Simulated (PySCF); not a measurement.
# C₅H₈N₂O: field gradients at the nuclei

Aim: the electric field gradients and quadrupole couplings of C₅H₈N₂O at several levels. Each job file holds the settings and the coordinates that a driver script hands to the program.

Computed with PySCF 2.14.0, density-fitted response routines (the levels named in each step, unless a step's input says otherwise).

## (1) Starting point

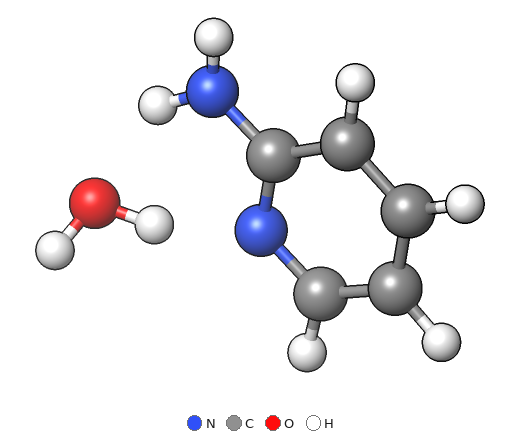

The starting structure, seen from a chosen angle (nitrogen blue, carbon grey, oxygen red, hydrogen white).

As a file:

```xyz
16

N    -1.5567    1.1525    0.0113
C    -0.3755    0.5507    0.2762
C     0.4171    0.9298    1.3751
C     1.6213    0.2962    1.5712
C     2.0270   -0.6929    0.6776
C     1.1833   -0.9983   -0.3706
N     0.0142   -0.4079   -0.5708
O    -2.2308   -0.6883   -2.1669
H    -2.1255    0.7829   -0.7360
H    -1.9585    1.7876    0.6751
H     0.0712    1.7034    2.0439
H     2.2454    0.5605    2.4129
H     2.9658   -1.2078    0.8013
H     1.4424   -1.7598   -1.0957
H    -1.3248   -0.7115   -1.7952
H    -2.5403   -1.5947   -2.1927
```

## (2) Geometry, PBE0-D3(BJ)/def2-SVP

The input, job.txt:

```
{"job": {"xc": "PBE0", "basis": "def2-SVP", "d3": "d3bj", "grid": 2, "kind": "geom"}, "charge": 0, "multiplicity": 1}
N     -1.556700     1.152480     0.011310
C     -0.375460     0.550730     0.276210
C      0.417060     0.929790     1.375130
C      1.621270     0.296170     1.571150
C      2.027020    -0.692880     0.677580
C      1.183320    -0.998310    -0.370610
N      0.014170    -0.407920    -0.570770
O     -2.230760    -0.688320    -2.166920
H     -2.125540     0.782850    -0.735960
H     -1.958480     1.787560     0.675050
H      0.071190     1.703410     2.043920
H      2.245390     0.560500     2.412930
H      2.965760    -1.207800     0.801260
H      1.442350    -1.759850    -1.095710
H     -1.324810    -0.711470    -1.795230
H     -2.540280    -1.594750    -2.192680
```

What it wrote:

```text
step   0  E = -379.39157241  max force = 0.009356
step   1  E = -379.39318888  max force = 0.006201
step   2  E = -379.39304448  max force = 0.010344
step   3  E = -379.39393203  max force = 0.002181
step   4  E = -379.39402533  max force = 0.001740
step   5  E = -379.39419679  max force = 0.001389
step   6  E = -379.39431713  max force = 0.001749
step   7  E = -379.39441032  max force = 0.000712
step   8  E = -379.39445934  max force = 0.000721
step   9  E = -379.39449114  max force = 0.001341
step  10  E = -379.39451620  max force = 0.001147
step  11  E = -379.39453494  max force = 0.000706
step  12  E = -379.39454781  max force = 0.000391
optimisation converged
```

Run time: 68 s. Hardware: 8 threads of Intel Xeon 6975P-C (Granite Rapids), shared host; peak memory 0.84 GiB.

It ended at:

```xyz
16

N    -1.6559    0.9314    0.0216
C    -0.4251    0.4315    0.2687
C     0.3503    0.8491    1.3778
C     1.5981    0.2869    1.5653
C     2.0737   -0.6765    0.6670
C     1.2432   -1.0236   -0.3889
N     0.0368   -0.4962   -0.5891
O    -2.1698   -0.6346   -2.2656
H    -2.1515    0.5892   -0.8074
H    -2.0394    1.6607    0.5999
H    -0.0409    1.6006    2.0671
H     2.2090    0.5975    2.4169
H     3.0540   -1.1394    0.7843
H     1.5634   -1.7712   -1.1235
H    -1.2651   -0.7366   -1.8836
H    -2.6251   -1.4257   -1.9567
```

## (3) Field gradients, PBE0/def2-TZVPP

The input, job.txt:

```
{"job": {"kind": "efgt", "xc": "PBE0", "basis": "def2-TZVPP"}, "charge": 0, "multiplicity": 1}
N     -1.655858     0.931396     0.021596
C     -0.425091     0.431528     0.268729
C      0.350281     0.849091     1.377795
C      1.598114     0.286854     1.565251
C      2.073650    -0.676456     0.667011
C      1.243228    -1.023558    -0.388917
N      0.036753    -0.496204    -0.589066
O     -2.169772    -0.634581    -2.265635
H     -2.151531     0.589212    -0.807445
H     -2.039352     1.660653     0.599879
H     -0.040887     1.600622     2.067086
H      2.209027     0.597496     2.416925
H      3.053970    -1.139414     0.784310
H      1.563436    -1.771150    -1.123461
H     -1.265092    -0.736583    -1.883633
H     -2.625076    -1.425686    -1.956686
```

What it wrote:

```text
coarse grid: 13600 points
cycle   1  E = -379.7129289571  dE =  1.241e+00  |g| = 7.701e-01  |ddm| = 3.114e+00
cycle   2  E = -379.6114883201  dE =  1.014e-01  |g| = 1.081e+00  |ddm| = 1.952e+00
cycle   3  E = -379.8260709656  dE = -2.146e-01  |g| = 1.042e-01  |ddm| = 1.467e+00
cycle   4  E = -379.8277863420  dE = -1.715e-03  |g| = 5.160e-02  |ddm| = 1.102e-01
cycle   5  E = -379.8282951986  dE = -5.089e-04  |g| = 1.817e-02  |ddm| = 4.300e-02
cycle   6  E = -379.8283743740  dE = -7.918e-05  |g| = 4.563e-03  |ddm| = 1.563e-02
cycle   7  E = -379.8283792155  dE = -4.841e-06  |g| = 1.027e-03  |ddm| = 3.730e-03
final grid: 190944 points
cycle   8  E = -379.8070418779  dE = -1.086e-04  |g| = 8.989e-03  |ddm| = 1.227e-01
cycle   9  E = -379.8070318981  dE =  9.980e-06  |g| = 1.150e-02  |ddm| = 1.506e-02
cycle  10  E = -379.8070581577  dE = -2.626e-05  |g| = 1.443e-03  |ddm| = 8.707e-03
cycle  11  E = -379.8070585544  dE = -3.967e-07  |g| = 5.296e-04  |ddm| = 1.386e-03
cycle  12  E = -379.8070586174  dE = -6.302e-08  |g| = 2.093e-04  |ddm| = 4.842e-04
cycle  13  E = -379.8070586280  dE = -1.054e-08  |g| = 5.238e-05  |ddm| = 2.003e-04
cycle  14  E = -379.8070586286  dE = -6.200e-10  |g| = 1.139e-05  |ddm| = 4.098e-05
converged SCF energy = -379.8070586286

Field-gradient tensors (au): xx yy zz xy xz yz
  0 N     0.26596   -0.19470   -0.07126   -0.47794    0.27731    0.51635
  1 C    -0.03336    0.10284   -0.06948    0.09676   -0.15150   -0.22849
  2 C    -0.08806    0.06049    0.02757    0.10021   -0.06568   -0.08313
  3 C    -0.11295    0.10711    0.00584    0.20756   -0.11991   -0.24921
  4 C    -0.03630    0.06285   -0.02656    0.07986   -0.08224   -0.14147
  5 C    -0.03266    0.10321   -0.07055    0.11272   -0.14419   -0.25343
  6 N     0.00221    0.31005   -0.31226   -0.20593   -0.53745   -0.22265
  7 O     0.82963    0.25138   -1.08101    0.79219    0.23348   -0.65180
  8 H    -0.01732   -0.11684    0.13417    0.04736    0.19458    0.13214
  9 H    -0.09494    0.09700   -0.00206   -0.17778   -0.10593    0.26432
 10 H    -0.08016    0.05352    0.02664   -0.11190   -0.08866    0.19157
 11 H    -0.00664   -0.10793    0.11457    0.06257    0.18480    0.09758
 12 H     0.20501   -0.06945   -0.13556   -0.16871    0.04666   -0.00941
 13 H    -0.09615    0.05015    0.04600   -0.08706   -0.07535    0.19217
 14 H     0.26332   -0.14490   -0.11842   -0.03718    0.16570   -0.02996
 15 H    -0.05086    0.23045   -0.17959    0.27846   -0.09423   -0.19003
```

Wall time 17 s (8 threads of Intel Xeon 6975P-C (Granite Rapids), shared host); peak memory 2.1 GiB.

## (4) Field gradients, PBE/def2-TZVPP

job.txt: that of step 3 with these lines changed.

```diff
@@ -1,2 +1,2 @@
-{"job": {"kind": "efgt", "xc": "PBE0", "basis": "def2-TZVPP"}, "charge": 0, "multiplicity": 1}
+{"job": {"kind": "efgt", "xc": "PBE", "basis": "def2-TZVPP"}, "charge": 0, "multiplicity": 1}
 N     -1.655858     0.931396     0.021596
```

What it wrote:

```text
coarse grid: 13600 points
cycle   1  E = -379.6313067591  dE =  1.060e+00  |g| = 9.590e-01  |ddm| = 3.183e+00
cycle   2  E = -379.1562709062  dE =  4.750e-01  |g| = 1.801e+00  |ddm| = 4.670e+00
cycle   3  E = -379.8019313434  dE = -6.457e-01  |g| = 2.519e-01  |ddm| = 4.199e+00
cycle   4  E = -379.8129702154  dE = -1.104e-02  |g| = 1.130e-01  |ddm| = 2.930e-01
cycle   5  E = -379.8146445150  dE = -1.674e-03  |g| = 7.007e-02  |ddm| = 1.249e-01
cycle   6  E = -379.8159656089  dE = -1.321e-03  |g| = 1.199e-02  |ddm| = 6.239e-02
cycle   7  E = -379.8159955141  dE = -2.991e-05  |g| = 4.564e-03  |ddm| = 1.150e-02
cycle   8  E = -379.8159997802  dE = -4.266e-06  |g| = 1.803e-03  |ddm| = 4.218e-03
final grid: 190944 points
cycle   9  E = -379.7896443481  dE = -1.536e-04  |g| = 1.635e-02  |ddm| = 1.697e-01
cycle  10  E = -379.7894938871  dE =  1.505e-04  |g| = 3.066e-02  |ddm| = 4.288e-02
cycle  11  E = -379.7896899737  dE = -1.961e-04  |g| = 7.059e-03  |ddm| = 3.113e-02
cycle  12  E = -379.7897015360  dE = -1.156e-05  |g| = 1.561e-03  |ddm| = 6.017e-03
cycle  13  E = -379.7897020131  dE = -4.772e-07  |g| = 6.691e-04  |ddm| = 1.888e-03
cycle  14  E = -379.7897021124  dE = -9.929e-08  |g| = 9.002e-05  |ddm| = 6.701e-04
cycle  15  E = -379.7897021140  dE = -1.573e-09  |g| = 3.603e-05  |ddm| = 9.442e-05
cycle  16  E = -379.7897021143  dE = -2.897e-10  |g| = 1.304e-05  |ddm| = 3.339e-05
converged SCF energy = -379.7897021143

Field-gradient tensors (au): xx yy zz xy xz yz
  0 N     0.25128   -0.18254   -0.06874   -0.46165    0.26143    0.49945
  1 C    -0.01897    0.08618   -0.06720    0.07192   -0.13079   -0.19340
  2 C    -0.08769    0.05953    0.02816    0.09649   -0.06474   -0.07753
  3 C    -0.10289    0.09647    0.00643    0.18921   -0.10735   -0.22552
  4 C    -0.03214    0.05996   -0.02782    0.07571   -0.07904   -0.13851
  5 C    -0.02090    0.09015   -0.06925    0.09540   -0.12804   -0.22972
  6 N     0.00582    0.29278   -0.29860   -0.20340   -0.50951   -0.20343
  7 O     0.80272    0.26148   -1.06421    0.77490    0.21653   -0.63363
  8 H    -0.01831   -0.11702    0.13533    0.04885    0.19478    0.13168
  9 H    -0.09577    0.09802   -0.00225   -0.17737   -0.10754    0.26345
 10 H    -0.08025    0.05366    0.02659   -0.11134   -0.08880    0.19079
 11 H    -0.00643   -0.10785    0.11429    0.06213    0.18458    0.09770
 12 H     0.20449   -0.06911   -0.13538   -0.16812    0.04630   -0.00985
 13 H    -0.09578    0.04983    0.04595   -0.08714   -0.07495    0.19212
 14 H     0.26666   -0.14745   -0.11921   -0.03734    0.16862   -0.02971
 15 H    -0.05125    0.23162   -0.18038    0.28009   -0.09522   -0.19061
```

Wall time 16 s (8 threads of Intel Xeon 6975P-C (Granite Rapids), shared host); peak memory 2.1 GiB.

## (5) Field gradients, B3LYP/def2-TZVPP

job.txt: that of step 4 with these lines changed.

```diff
@@ -1,2 +1,2 @@
-{"job": {"kind": "efgt", "xc": "PBE", "basis": "def2-TZVPP"}, "charge": 0, "multiplicity": 1}
+{"job": {"kind": "efgt", "xc": "B3LYP", "basis": "def2-TZVPP"}, "charge": 0, "multiplicity": 1}
 N     -1.655858     0.931396     0.021596
```

What it wrote:

```text
coarse grid: 13600 points
cycle   1  E = -380.1264419203  dE =  1.203e+00  |g| = 8.563e-01  |ddm| = 3.138e+00
cycle   2  E = -379.9479465288  dE =  1.785e-01  |g| = 1.305e+00  |ddm| = 2.561e+00
cycle   3  E = -380.2640897977  dE = -3.161e-01  |g| = 1.339e-01  |ddm| = 2.038e+00
cycle   4  E = -380.2670731098  dE = -2.983e-03  |g| = 5.990e-02  |ddm| = 1.415e-01
cycle   5  E = -380.2677181236  dE = -6.450e-04  |g| = 2.196e-02  |ddm| = 4.884e-02
cycle   6  E = -380.2678320871  dE = -1.140e-04  |g| = 6.237e-03  |ddm| = 1.947e-02
cycle   7  E = -380.2678413098  dE = -9.223e-06  |g| = 1.384e-03  |ddm| = 5.107e-03
final grid: 190944 points
cycle   8  E = -380.2535952940  dE = -1.058e-04  |g| = 6.868e-03  |ddm| = 1.378e-01
cycle   9  E = -380.2535872840  dE =  8.010e-06  |g| = 9.212e-03  |ddm| = 1.101e-02
cycle  10  E = -380.2536049157  dE = -1.763e-05  |g| = 1.344e-03  |ddm| = 5.850e-03
cycle  11  E = -380.2536052674  dE = -3.517e-07  |g| = 5.882e-04  |ddm| = 1.390e-03
cycle  12  E = -380.2536053490  dE = -8.162e-08  |g| = 1.871e-04  |ddm| = 5.029e-04
cycle  13  E = -380.2536053565  dE = -7.541e-09  |g| = 5.131e-05  |ddm| = 1.594e-04
cycle  14  E = -380.2536053571  dE = -5.471e-10  |g| = 1.168e-05  |ddm| = 4.304e-05
converged SCF energy = -380.2536053571

Field-gradient tensors (au): xx yy zz xy xz yz
  0 N     0.26516   -0.19525   -0.06991   -0.48616    0.27966    0.52997
  1 C    -0.03305    0.10608   -0.07303    0.09627   -0.15709   -0.23330
  2 C    -0.09447    0.06468    0.02979    0.10393   -0.07064   -0.08412
  3 C    -0.11739    0.10874    0.00864    0.21678   -0.12031   -0.25641
  4 C    -0.03467    0.06474   -0.03007    0.08214   -0.08527   -0.15005
  5 C    -0.03355    0.10721   -0.07366    0.11308   -0.15043   -0.25866
  6 N    -0.00365    0.31955   -0.31589   -0.20284   -0.55138   -0.23216
  7 O     0.83710    0.26547   -1.10257    0.80424    0.22629   -0.66479
  8 H    -0.01705   -0.11483    0.13188    0.04598    0.19140    0.13100
  9 H    -0.09336    0.09543   -0.00207   -0.17555   -0.10412    0.26094
 10 H    -0.07795    0.05200    0.02595   -0.10995   -0.08631    0.18783
 11 H    -0.00620   -0.10582    0.11201    0.06069    0.18103    0.09600
 12 H     0.20069   -0.06819   -0.13250   -0.16538    0.04598   -0.00860
 13 H    -0.09371    0.04879    0.04492   -0.08565   -0.07340    0.18847
 14 H     0.26053   -0.14383   -0.11670   -0.03590    0.16513   -0.02910
 15 H    -0.05009    0.22853   -0.17844    0.27670   -0.09356   -0.18861
```

It took 17 s on 8 threads of Intel Xeon 6975P-C (Granite Rapids), shared host; peak memory 2.1 GiB.

## (6) Field gradients, CAM-B3LYP/def2-TZVPP

job.txt: that of step 5 with these lines changed.

```diff
@@ -1,2 +1,2 @@
-{"job": {"kind": "efgt", "xc": "B3LYP", "basis": "def2-TZVPP"}, "charge": 0, "multiplicity": 1}
+{"job": {"kind": "efgt", "xc": "CAM-B3LYP", "basis": "def2-TZVPP"}, "charge": 0, "multiplicity": 1}
 N     -1.655858     0.931396     0.021596
```

What it wrote:

```text
coarse grid: 13600 points
cycle   1  E = -379.9614978220  dE =  1.411e+00  |g| = 7.697e-01  |ddm| = 3.099e+00
cycle   2  E = -379.9323409567  dE =  2.916e-02  |g| = 9.192e-01  |ddm| = 1.531e+00
cycle   3  E = -380.0752495715  dE = -1.429e-01  |g| = 7.367e-02  |ddm| = 9.807e-01
cycle   4  E = -380.0760478406  dE = -7.983e-04  |g| = 3.875e-02  |ddm| = 7.938e-02
cycle   5  E = -380.0763335770  dE = -2.857e-04  |g| = 8.249e-03  |ddm| = 3.037e-02
cycle   6  E = -380.0763450185  dE = -1.144e-05  |g| = 3.708e-03  |ddm| = 8.226e-03
cycle   7  E = -380.0763482809  dE = -3.262e-06  |g| = 8.852e-04  |ddm| = 3.372e-03
final grid: 190944 points
cycle   8  E = -380.0647534774  dE = -7.538e-05  |g| = 4.446e-03  |ddm| = 1.008e-01
cycle   9  E = -380.0647547166  dE = -1.239e-06  |g| = 3.952e-03  |ddm| = 7.663e-03
cycle  10  E = -380.0647577893  dE = -3.073e-06  |g| = 5.437e-04  |ddm| = 2.286e-03
cycle  11  E = -380.0647578370  dE = -4.768e-08  |g| = 3.613e-04  |ddm| = 7.429e-04
cycle  12  E = -380.0647578665  dE = -2.950e-08  |g| = 7.361e-05  |ddm| = 2.961e-04
cycle  13  E = -380.0647578677  dE = -1.261e-09  |g| = 3.449e-05  |ddm| = 9.797e-05
cycle  14  E = -380.0647578680  dE = -3.307e-10  |g| = 9.144e-06  |ddm| = 3.902e-05
converged SCF energy = -380.0647578680

Field-gradient tensors (au): xx yy zz xy xz yz
  0 N     0.27575   -0.20225   -0.07350   -0.49628    0.28749    0.53697
  1 C    -0.04204    0.11670   -0.07466    0.11128   -0.17036   -0.25523
  2 C    -0.09229    0.06262    0.02967    0.10317   -0.06783   -0.08354
  3 C    -0.12324    0.11545    0.00779    0.22747   -0.12845   -0.27100
  4 C    -0.03596    0.06460   -0.02864    0.08200   -0.08480   -0.14746
  5 C    -0.03842    0.11409   -0.07567    0.12135   -0.15934   -0.27221
  6 N    -0.00344    0.32561   -0.32217   -0.20624   -0.56172   -0.23802
  7 O     0.83439    0.25935   -1.09375    0.80164    0.22301   -0.65899
  8 H    -0.01728   -0.11511    0.13238    0.04610    0.19210    0.13188
  9 H    -0.09378    0.09567   -0.00190   -0.17608   -0.10419    0.26215
 10 H    -0.07827    0.05218    0.02609   -0.11035   -0.08661    0.18856
 11 H    -0.00648   -0.10603    0.11250    0.06135    0.18152    0.09594
 12 H     0.20141   -0.06842   -0.13299   -0.16598    0.04613   -0.00863
 13 H    -0.09440    0.04928    0.04512   -0.08562   -0.07403    0.18884
 14 H     0.26126   -0.14427   -0.11699   -0.03610    0.16543   -0.02909
 15 H    -0.05048    0.22937   -0.17890    0.27750   -0.09393   -0.18910
```

Wall time 20 s (8 threads of Intel Xeon 6975P-C (Granite Rapids), shared host); peak memory 2.3 GiB.

## (7) Field gradients, HF/def2-TZVPP

job.txt: that of step 6 with these lines changed.

```diff
@@ -1,2 +1,2 @@
-{"job": {"kind": "efgt", "xc": "CAM-B3LYP", "basis": "def2-TZVPP"}, "charge": 0, "multiplicity": 1}
+{"job": {"kind": "efgt", "xc": "HF", "basis": "def2-TZVPP"}, "charge": 0, "multiplicity": 1}
 N     -1.655858     0.931396     0.021596
```

What it wrote:

```text
final grid: 190944 points
cycle   1  E = -377.7920780668  dE =  1.953e+00  |g| = 6.759e-01  |ddm| = 3.029e+00
cycle   2  E = -377.8951089474  dE = -1.030e-01  |g| = 3.251e-01  |ddm| = 7.285e-01
cycle   3  E = -377.9147027319  dE = -1.959e-02  |g| = 8.811e-02  |ddm| = 2.840e-01
cycle   4  E = -377.9168730819  dE = -2.170e-03  |g| = 1.585e-02  |ddm| = 1.055e-01
cycle   5  E = -377.9169663415  dE = -9.326e-05  |g| = 5.752e-03  |ddm| = 2.385e-02
cycle   6  E = -377.9169824988  dE = -1.616e-05  |g| = 2.626e-03  |ddm| = 8.104e-03
cycle   7  E = -377.9169869314  dE = -4.433e-06  |g| = 9.901e-04  |ddm| = 4.387e-03
cycle   8  E = -377.9169876675  dE = -7.361e-07  |g| = 3.866e-04  |ddm| = 1.775e-03
cycle   9  E = -377.9169878337  dE = -1.662e-07  |g| = 1.667e-04  |ddm| = 8.274e-04
cycle  10  E = -377.9169878686  dE = -3.490e-08  |g| = 8.189e-05  |ddm| = 4.027e-04
cycle  11  E = -377.9169878751  dE = -6.513e-09  |g| = 3.042e-05  |ddm| = 1.717e-04
cycle  12  E = -377.9169878763  dE = -1.201e-09  |g| = 9.683e-06  |ddm| = 9.338e-05
cycle  13  E = -377.9169878764  dE = -6.139e-11  |g| = 3.537e-06  |ddm| = 1.969e-05
converged SCF energy = -377.9169878764

Field-gradient tensors (au): xx yy zz xy xz yz
  0 N     0.29314   -0.21912   -0.07402   -0.52286    0.31121    0.57166
  1 C    -0.07531    0.15750   -0.08219    0.17362   -0.22144   -0.34571
  2 C    -0.08969    0.05981    0.02988    0.09636   -0.06495   -0.07443
  3 C    -0.15279    0.14051    0.01228    0.28417   -0.15482   -0.33462
  4 C    -0.03156    0.06032   -0.02875    0.07330   -0.07997   -0.13663
  5 C    -0.07971    0.15462   -0.07491    0.17055   -0.20926   -0.33183
  6 N    -0.00047    0.34848   -0.34801   -0.22990   -0.60280   -0.24925
  7 O     0.90522    0.25055   -1.15576    0.85662    0.25620   -0.71794
  8 H    -0.01503   -0.11580    0.13083    0.04212    0.19320    0.13486
  9 H    -0.09235    0.09413   -0.00178   -0.17928   -0.10138    0.26684
 10 H    -0.07857    0.05197    0.02660   -0.11413   -0.08678    0.19423
 11 H    -0.00708   -0.10767    0.11475    0.06343    0.18459    0.09680
 12 H     0.20604   -0.07083   -0.13521   -0.17069    0.04840   -0.00637
 13 H    -0.09673    0.05082    0.04591   -0.08651   -0.07613    0.19147
 14 H     0.25437   -0.13931   -0.11507   -0.03541    0.16071   -0.02946
 15 H    -0.04986    0.22861   -0.17875    0.27617   -0.09231   -0.18961
```

It took 6.2 s on 8 threads of Intel Xeon 6975P-C (Granite Rapids), shared host; peak memory 2.3 GiB.

## (8) Comparison

Largest principal value Vzz, in atomic units:

```tsv
atom	PBE0/def2-TZVPP	PBE/def2-TZVPP	B3LYP/def2-TZVPP	CAM-B3LYP/def2-TZVPP	HF/def2-TZVPP
N1	-0.9054	-0.8702	-0.9223	-0.9405	-1.0011
C2	0.3369	0.2789	0.3436	0.3797	0.5261
C3	0.1816	0.1742	0.1886	0.1857	0.1720
C4	0.4169	0.3776	0.4293	0.4534	0.5597
C5	0.2171	0.2096	0.2269	0.2247	0.2071
C6	0.3630	0.3218	0.3712	0.3932	0.5076
N7	-0.7972	-0.7555	-0.8161	-0.8320	-0.8933
O8	-1.4737	-1.4363	-1.4962	-1.4846	-1.5989
H9	0.3106	0.3115	0.3058	0.3071	0.3078
H10	0.4010	0.4011	0.3955	0.3970	0.4009
H11	0.2873	0.2864	0.2813	0.2824	0.2893
H12	0.2827	0.2824	0.2769	0.2777	0.2825
H13	0.2903	0.2894	0.2843	0.2853	0.2924
H14	0.2758	0.2755	0.2701	0.2710	0.2754
H15	0.3295	0.3342	0.3267	0.3275	0.3186
H16	0.4705	0.4730	0.4671	0.4686	0.4669
CPU time	77 s	92 s	77 s	89 s	33 s
```

Couplings eQVzz/h in MHz (234.9647 × Q in barn × Vzz), with Q = 0.02044 (14N), -0.02558 (17O), 0.00285783 (2H):

```tsv
nucleus	PBE0/def2-TZVPP	PBE/def2-TZVPP	B3LYP/def2-TZVPP	CAM-B3LYP/def2-TZVPP	HF/def2-TZVPP
14N (atom 1)	-4.348	-4.179	-4.430	-4.517	-4.808
14N (atom 7)	-3.829	-3.629	-3.920	-3.996	-4.290
17O (atom 8)	8.857	8.633	8.993	8.923	9.610
2H (atom 9)	0.209	0.209	0.205	0.206	0.207
2H (atom 10)	0.269	0.269	0.266	0.267	0.269
2H (atom 11)	0.193	0.192	0.189	0.190	0.194
2H (atom 12)	0.190	0.190	0.186	0.186	0.190
2H (atom 13)	0.195	0.194	0.191	0.192	0.196
2H (atom 14)	0.185	0.185	0.181	0.182	0.185
2H (atom 15)	0.221	0.224	0.219	0.220	0.214
```

## (9) Outcome

| quantity | value |
| --- | --- |
| coupling of 14N (atom 1), PBE0/def2-TZVPP | -4.348 MHz |
| coupling of 14N (atom 7), PBE0/def2-TZVPP | -3.829 MHz |
| coupling of 17O (atom 8), PBE0/def2-TZVPP | 8.857 MHz |
| coupling of 2H (atom 9), PBE0/def2-TZVPP | 0.209 MHz |
| coupling of 2H (atom 10), PBE0/def2-TZVPP | 0.269 MHz |

In words: The largest coupling, that of 17O, runs from 8.633 (PBE/def2-TZVPP) to 9.610 MHz (HF/def2-TZVPP). The gradients are non-relativistic, at the equilibrium geometry and in principal axes; measured couplings hold vibrational averaging and refer to the inertial axes. The def2 sets are stiff near the nuclei, which limits their accuracy.
